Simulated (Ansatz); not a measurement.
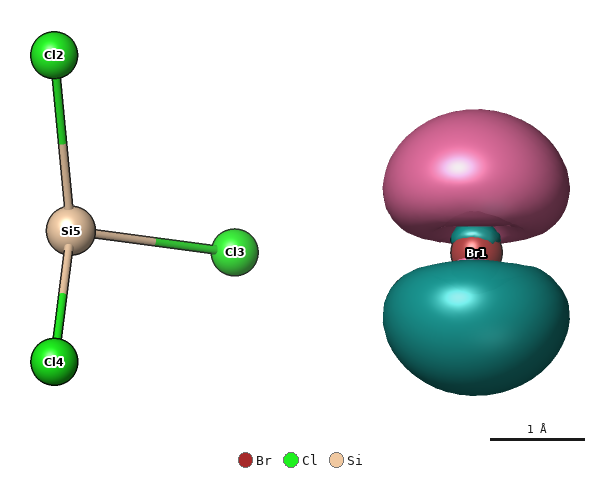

*BrCl3Si. The HOMO−1 at ±0.2 Å⁻³ᐟ² (teal and pink are the two phases), seen at a tilt.*

Geometry: B3LYP-D3(BJ)/def2-SVP.

These are results of isolated molecule in a Gaussian basis; Kohn-Sham density functional theory, functional PBE0 (Ansatz 0.2.0), not measurements.

```yaml
atoms:
  - { symbol: Br, position_ang: [-1.3710, 2.1969, 1.6432] }
  - { symbol: Cl, position_ang: [1.4891, -1.8787, -0.3618] }
  - { symbol: Cl, position_ang: [-1.3080, 0.1472, 0.0684] }
  - { symbol: Cl, position_ang: [0.4934, 0.0485, -2.9069] }
  - { symbol: Si, position_ang: [-0.1501, -1.0097, -1.2595] }
```

Q: What is the character of this orbital?

A: It lies mainly on Br1 (about 95 %); largely a lone pair of Br1. Its energy is −7.73 eV.
